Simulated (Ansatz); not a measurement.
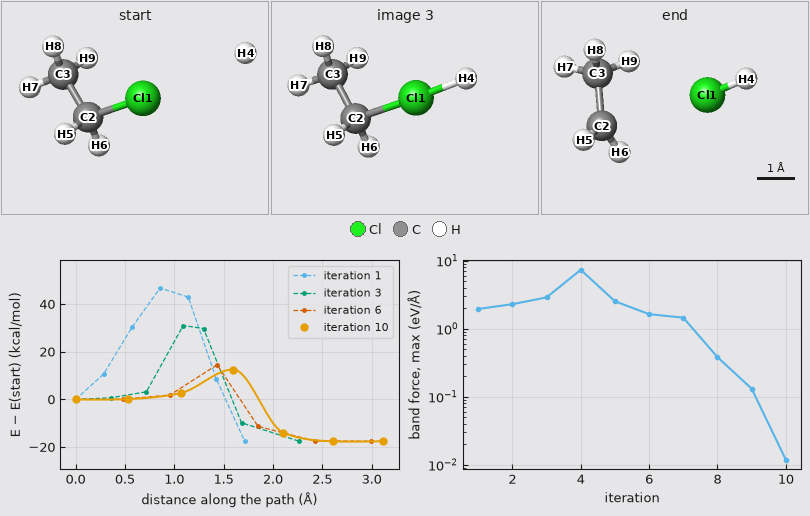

NEB run on C2H6Cl (multiplicity 2), made up at the start of C₂H₅Cl and H. Images are numbered from 0 (start) to 6 (end). The plot follows the band through its iterations. The picture is a ball-and-stick view, seen at a tilt.

All numbers below come from Ansatz 0.2.0, UKS wB97X-V/def2-SVP. Settings: 5 movable images; climbing image.

Question: How did the profile develop, and is the result final?

Answer: The run is converged, with reservations. The band converged in 10 iterations. The largest component of the band force went from 2 to 0.012 eV/Å. The climbing image converged on the top of the path. Its curvatures weren't checked. The largest force component is 0.36 eV/Å at the start and 0.43 eV/Å at the end; an end with forces this large is no minimum, and the barrier measured from it can be far off. The first iteration put the highest image at 46.8 kcal/mol. The energy climbs by 12.6 kcal/mol to image 3 and then falls by 30.1 kcal/mol, so the end point sits at −17.5 kcal/mol.

Limits of the set-up: the start holds two separate molecules, 3.4 Å apart at their closest, whose relative position is a soft coordinate.

Cost: 3.7 min on 4 threads of Arm Neoverse V2 (shared host).
